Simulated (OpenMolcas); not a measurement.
**C2H4NOSi (SMILES C[SiH]N=C=O) at 6 levels**

Aim: a comparison of 6 runs (UHF/STO-3G, UHF/3-21G, UHF/def2-SVP, UB3LYP/6-31G*, UB3LYP/def2-SVP, UM06-L/def2-SVP) of C2H4NOSi. 

The results are computed with OpenMolcas 26.06.

### 1 Starting point

C2H4NOSi: 9 atoms, total charge 0, spin state doublet. As SMILES, `C[SiH]N=C=O`. The shape is that of a PBE0-D4/def2-TZVP optimisation. This is one conformer, not always the lowest.

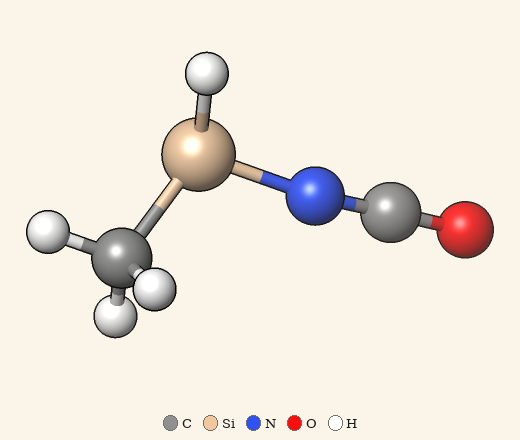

Viewed from a chosen angle; carbon grey, silicon light orange, nitrogen blue, oxygen red, hydrogen white.

### 2 Energy and gradient at UHF/STO-3G (run 1)

mol.xyz

```xyz
9

C     -0.230800     0.936500     1.233300
Si    -0.019100     0.717300    -0.606900
N      0.147000    -0.951200    -0.966600
C     -0.027700    -2.022300    -1.465700
O     -0.174100    -3.081100    -1.930900
H      0.625000     0.510600     1.765400
H     -1.138100     0.442600     1.585600
H     -0.298200     1.998600     1.479400
H      1.204500     1.402700    -1.110500
```

run.inp

```
>>> EXPORT MOLCAS_PRINT=2
&GATEWAY
BasLib
$CurrDir
Coord
mol.xyz
Basis
STO-3G
Group
NoSym
&SEWARD
&SCF
UHF
Spin
2
Thresholds
1e-10 1e-07 1e-07 1e-05
PrOrbitals
1
&ALASKA
```

The basis set STO-3G is read from a file made from the Basis Set Exchange's data (not shown).

Launch:

```
$ export MOLCAS_MEM=1860
$ pymolcas run.inp > run.log
```

What it wrote:

```text
--- Start Module: gateway ---
[...]
--- Stop Module: gateway /rc=_RC_ALL_IS_WELL_ ---
[...]
      Basis functions           33
[...]
--- Start Module: scf ---
[...]
       Convergence after  22 Iterations
[...]
::    Total SCF energy                               -490.2890208235
[...]
      Total spin, S                                     0.5081781904
[...]
      Total electronic charge=   45.000000
      Total            charge=   -0.000000
[...]
      Dipole Moment (debye):
      Origin of the operator (angstrom)=   -0.0461   -0.5950   -0.7027
                   X= -6.7571E-01               Y=  2.9544E+00               Z=  5.9198E-01           Total=  3.0880E+00
      Quadrupole Moment (debye*angstrom):
[...]
--- Stop Module: scf /rc=_RC_ALL_IS_WELL_ ---
[...]
--- Start Module: alaska ---
[...]
 *              Molecular gradients               *
 **************************************************
  Irreducible representation: a
 ------------------------------------------------------------------------------------------
                              X                       Y                       Z
 ------------------------------------------------------------------------------------------
  C1               -4.98538961441342E-03    1.09332646753835E-03   -4.43348936207144E-03
  SI2              -1.57797698728701E-02   -1.29024521124705E-02    1.82611020499053E-02
  N3               -3.33275195764138E-03   -2.96042565959054E-03   -3.62386489637512E-03
  C4               -6.94690342787613E-03   -6.94363818375900E-02   -2.83128526942458E-02
  O5                8.23964823544721E-03    6.89046375919453E-02    2.91594538719266E-02
  H6                8.77845032710933E-03   -4.66755288854359E-03    1.06467213455463E-03
  H7               -7.46497907577304E-03   -4.18403114557031E-03    1.03147025223782E-03
  H8               -5.34556000115649E-04    9.00584880612021E-03    1.03512093416969E-04
[...]
--- Stop Module: alaska /rc=_RC_ALL_IS_WELL_ ---
[...]
```

Run time: 3.6 s. Hardware: 1 thread of Intel Xeon Platinum 8259CL at 2.50GHz (Skylake/Cascade Lake), shared host; peak memory 0.37 GiB.

### 3 Energy and gradient at UHF/3-21G (run 2)

calc.input

```
&GATEWAY
 BasLib=$CurrDir
 Coord
 9
 bohr
 C     -0.43614879     1.76972852     2.33059923
 Si    -0.03609377     1.35550055    -1.14687479
 N      0.27778974    -1.79750749    -1.82660927
 C     -0.05234541    -3.82159314    -2.76977158
 O     -0.32900132    -5.82243516    -3.64887217
 H      1.18107883     0.96489416     3.33612250
 H     -2.15069730     0.83639278     2.99634974
 H     -0.56351633     3.77680663     2.79566083
 H      2.27617512     2.65071884    -2.09854086
 Basis=3-21G
 Group=NoSym

&SEWARD

&SCF
 UHF
 Spin=2
 Thresholds=1e-10 1e-07 1e-07 1e-05
 PrOrbitals=1 2

&ALASKA
```

The basis set 3-21G is read from a file made from the Basis Set Exchange's data (not shown).

Launch:

```
$ export MOLCAS_MEM=1860
$ pymolcas calc.input > calc.log
```

What it wrote:

```text
--- Start Module: gateway ---
[...]
--- Stop Module: gateway /rc=_RC_ALL_IS_WELL_ ---
[...]
      Basis functions           57
[...]
--- Start Module: scf ---
[...]
       Convergence after  20 Iterations
[...]
::    Total SCF energy                               -493.6419795789
[...]
      Total spin, S                                     0.5020658617
[...]
      Total electronic charge=   45.000000
      Total            charge=   -0.000000
[...]
      Dipole Moment (debye):
      Origin of the operator (angstrom)=   -0.0461   -0.5950   -0.7027
                   X= -5.2857E-01               Y=  2.6276E+00               Z=  1.2070E+00           Total=  2.9395E+00
      Quadrupole Moment (debye*angstrom):
[...]
--- Stop Module: scf /rc=_RC_ALL_IS_WELL_ ---
[...]
--- Start Module: alaska ---
[...]
 *              Molecular gradients               *
 **************************************************
  Irreducible representation: a
 ------------------------------------------------------------------------------------------
                              X                       Y                       Z
 ------------------------------------------------------------------------------------------
  C1                2.35650604563631E-03   -4.71435410058474E-03   -1.92689068433349E-02
  SI2              -6.04995571215428E-03   -1.22362250511650E-02    1.05347766940538E-02
  N3                1.08211572978476E-02    4.50944059036242E-02    2.44073531312736E-02
  C4               -9.84757178734011E-03   -3.57820922767524E-02   -2.06466443252842E-02
  O5                1.30163293816343E-03    9.06868915566150E-03    4.19430004187227E-03
  H6                4.99537407133399E-03   -2.31316358919176E-03    1.37312797455724E-03
  H7               -4.64779421238326E-03   -2.62638289133443E-03    4.17321379188484E-04
  H8               -1.51225359376117E-04    5.15699434914207E-03   -7.09719744904191E-04
[...]
--- Stop Module: alaska /rc=_RC_ALL_IS_WELL_ ---
[...]
```

Run time: 4.8 s. Hardware: 1 thread of Intel Xeon Platinum 8259CL at 2.50GHz (Skylake/Cascade Lake), shared host; peak memory 0.39 GiB.

Runs 3 to 5 aren't shown in full; the table further down has their settings and results.

### 4 A single-point energy at UM06-L/def2-SVP (run 6)

run.input

```
&GATEWAY
BasLib = $CurrDir
Coord
9
angstrom
C       -0.230800       0.936500       1.233300
Si      -0.019100       0.717300      -0.606900
N        0.147000      -0.951200      -0.966600
C       -0.027700      -2.022300      -1.465700
O       -0.174100      -3.081100      -1.930900
H        0.625000       0.510600       1.765400
H       -1.138100       0.442600       1.585600
H       -0.298200       1.998600       1.479400
H        1.204500       1.402700      -1.110500
Basis = def2-SVP
Group = NoSym
&SEWARD
GridInput
Grid=UltraFine
End of Grid
&SCF
UHF
Spin = 2
KSDFT = M06L
Thresholds = 1e-10 1e-07 1e-07 1e-05
PrOrbitals = 1 1
```

The basis set def2-SVP is read from a file made from the Basis Set Exchange's data (not shown).

Launch:

```
$ export MOLCAS_MEM=1860
$ pymolcas run.input > run.log
```

What it wrote:

```text
--- Start Module: gateway ---
[...]
--- Stop Module: gateway /rc=_RC_ALL_IS_WELL_ ---
--- Start Module: seward ---
[...]
      Basis functions           94
--- Stop Module: seward /rc=_RC_ALL_IS_WELL_ ---
[...]
--- Start Module: scf ---
[...]
       Convergence after  18 Iterations
[...]
::    Total KS-DFT energy                            -497.8229338892
[...]
      Total spin, S                                     0.5013375698
[...]
      Total electronic charge=   45.000000
      Total            charge=   -0.000000
[...]
      Dipole Moment (debye):
      Origin of the operator (angstrom)=   -0.0461   -0.5950   -0.7027
                   X= -1.4808E-01               Y=  1.9843E+00               Z=  1.4557E+00           Total=  2.4655E+00
      Quadrupole Moment (debye*angstrom):
[...]
--- Stop Module: scf /rc=_RC_ALL_IS_WELL_ ---
[...]
```

Run time: 83 s. Hardware: 1 thread of Intel Xeon Platinum 8259CL at 2.50GHz (Skylake/Cascade Lake), shared host; peak memory 0.52 GiB.

### 5 Overview of the runs

| run | level | integration grid | task | energy (Eh) | dipole moment (D) | HOMO energy (eV) | LUMO energy (eV) | wall time |
| --- | --- | --- | --- | --- | --- | --- | --- | --- |
| 1 | UHF/STO-3G | – | gradient | -490.289021 | 3.09 | -6.12 | 5.37 | 3.6 s |
| 2 | UHF/3-21G | – | gradient | -493.641980 | 2.94 | -8.60 | 1.19 | 4.8 s |
| 3 | UHF/def2-SVP | – | gradient | -496.078554 | 2.72 | -8.85 | 1.49 | 16 s |
| 4 | UB3LYP/6-31G* (spherical functions) | UltraFine | gradient | -498.082277 | 2.46 | -5.56 | -2.65 | 64 s |
| 5 | UB3LYP/def2-SVP | UltraFine | gradient | -497.862879 | 2.40 | -5.63 | -2.68 | 77 s |
| 6 | UM06-L/def2-SVP | UltraFine | energy | -497.822934 | 2.47 | -5.01 | -3.23 | 83 s |

### 6 Results

| quantity | value |
| --- | --- |
| run 6: total energy | -497.82293 Eh |
| run 6: dipole moment | 2.47 D |
| run 6: HOMO energy (highest over α and β) | -5.01 eV |
| run 6: LUMO energy (lowest over α and β) | -3.23 eV |
| run 6: ⟨S²⟩ | 0.753 |

The dipole moment (its size) runs from 2.40 D (UB3LYP/def2-SVP) to 3.09 D (UHF/STO-3G). The two ends differ in method and basis. Totals of different functionals can't be ranked against each other. In run 1 the basis is minimal, so the values are rough. All runs together took 4.1 min, the longest 83 s.
